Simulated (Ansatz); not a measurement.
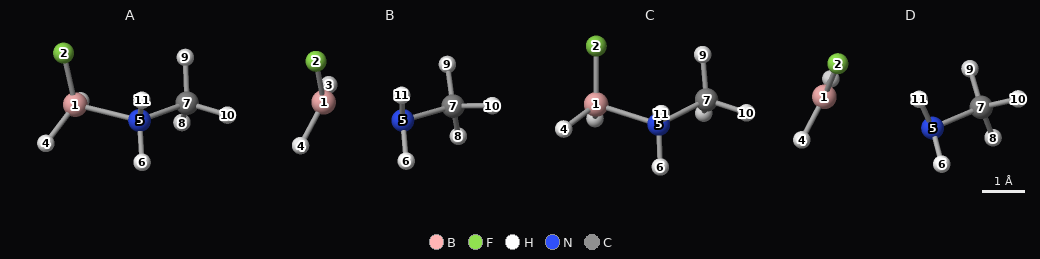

4 geometries from one relaxation of CH7BFN, in shuffled order. The picture is a ball-and-stick view, seen from a free direction.

The run prepares an end point of a later path (reaction) calculation, from a guessed geometry.

Theory: RKS B3LYP/def2-mTZVP (Ansatz 0.2.0). Settings: no spin polarisation; force threshold 0.03 eV/Å; at most 50 steps.

Q: Put them in the order of the run, from the start to the converged end.

A: D, B, A, C. They are steps 0, 3, 10, 18, at +21.1 kcal/mol, +9.25 kcal/mol, +1.81 kcal/mol relative to the last. The energy falls by 21.1 kcal/mol in 17 accepted moves (18 points after the start). Largest force component: 0.83 eV/Å at the start, 0.014 eV/Å at the end. The line search rejected the trial step at point 15 of the run. The forces were under the threshold at step 16, but the run went on from there. The atom that moves furthest after the best rigid fit is H3 (1.11 Å). By element the largest moves are H 1.11 Å, F 1.01 Å, B 0.78 Å, C 0.40 Å, N 0.35 Å. Near-neighbour distances that change, for instance: B1–N5 2.737 → 1.661 Å, B1–F2 1.333 → 1.408 Å, B1–H3 1.189 → 1.211 Å, N5–C7 1.465 → 1.485 Å. New bonds form: B1–N5 (2.74 → 1.66 Å). Bond angles that change, for instance: H3–B1–H4 124.8° → 115.0°, F2–B1–H3 117.5° → 113.9°, N5–C7–H10 114.6° → 111.5°. The run took 39 s on 2 threads of Arm Neoverse V2, with other jobs on the host, peak memory 0.18 GiB.
